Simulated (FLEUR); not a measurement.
Band structure of Eu (Im-3m, 1 atom in the cell).

```
Eu
1.0
   -2.23438     2.23438     2.23438
    2.23438    -2.23438     2.23438
    2.23438     2.23438    -2.23438
Eu
1
Direct
  0.00000   0.00000   0.00000
```
Moments meant for the start (each program seeds them in its own way; μB, in the order of the atoms Eu): 7.0.

Method: PBE, all-electron FLAPW (FLEUR), scalar-relativistic valence run with FLEUR.

Settings: Kmax = 3.8 1/bohr; GmaxXC = 15.2 1/bohr; xcFunctional = pbe; jspins = 2; l_soc = F; mode = hist; fermiSmearingEnergy = 0.00734986 Htr; mesh (inpgen div1-3) = 8 8 8; inpgen gamma flag = true; Gmax = 15.2 1/bohr; numbands = 0; maxIterBroyd = 25; imix = Anderson; alpha = 0.05.

The starting cell comes from a database of computed structures (which also holds hypothetical and non-ambient phases and stackings), without a prior relaxation at this level. Its lattice was rescaled by a random factor within 2.5 % of one. Spin-orbit coupling is off. The f electrons are in the valence without U or exact exchange, which can misplace them near the Fermi level. Spin-orbit terms, which matter for f shells, are left out. Values depend on the basis (sphere radii, cutoffs, local orbitals), which need not be converged.

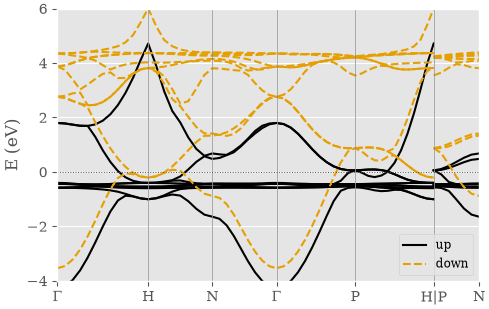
Figure: Bands along the path, energies from the Fermi level.

Levels in eV from the Fermi level, bands 9 to 13 of the first spin channel:
```tsv
point	9	10	11	12	13
Γ	-0.44	-0.44	-0.44	-0.40	1.80
H	-0.55	-0.55	-0.40	-0.40	-0.40
N	-0.46	-0.45	-0.44	-0.42	0.48
P	-0.46	-0.46	-0.46	0.06	0.06
```
